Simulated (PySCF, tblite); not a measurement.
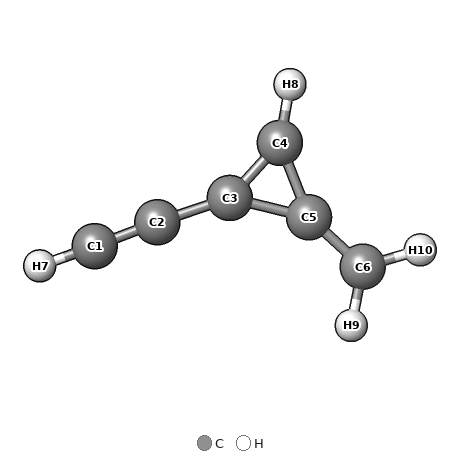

C₆H₄, SMILES C#CC1=CC1=C. Simulated ¹H spectrum at 60 MHz, line width 1.0 Hz, from GIAO shifts (PBE0/pcSseg-1, against TMS) and couplings (B3LYP/pcJ-1), PySCF, at a GFN2-xTB geometry (a minimum by its frequencies). Gas phase, values of one conformer, averaged over methyl-type rotors and exact or near symmetry; couplings among ¹H are treated exactly, other nuclei are left out. The spin-dipole term of J is left out for all pairs. The upper panels enlarge each group of lines, each scaled alone.

Q: Give the shifts and couplings that make up the spectrum.

A:
```csv
δ (ppm),nuclei,atoms
7.93,1,H8
4.33,1,H10
4.30,1,H7
4.18,1,H9
```

The order of signals that lie close, as those under 0.08 ppm apart, is within the error of the method.


| pair | J (Hz) |
| --- | --- |
| H10–H9 | −3.7 |
| H8–H10 | 2.2 |
| H8–H9 | 1.1 |
| H8–H7 | 0.8 |

Not listed: couplings under 0.5 Hz, those between magnetically equivalent nuclei.

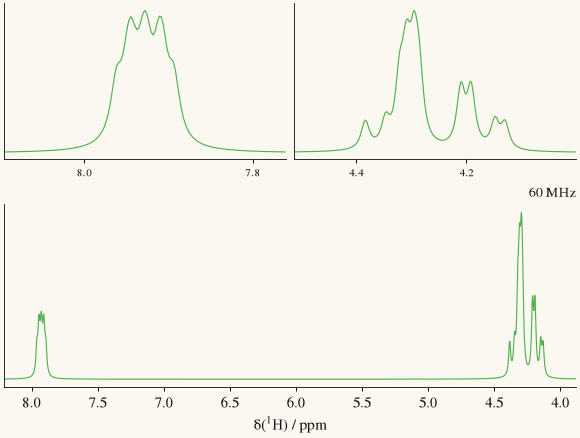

Caveats, for all or some of the runs: the tight-binding geometry is rougher than a DFT one and adds to the error.
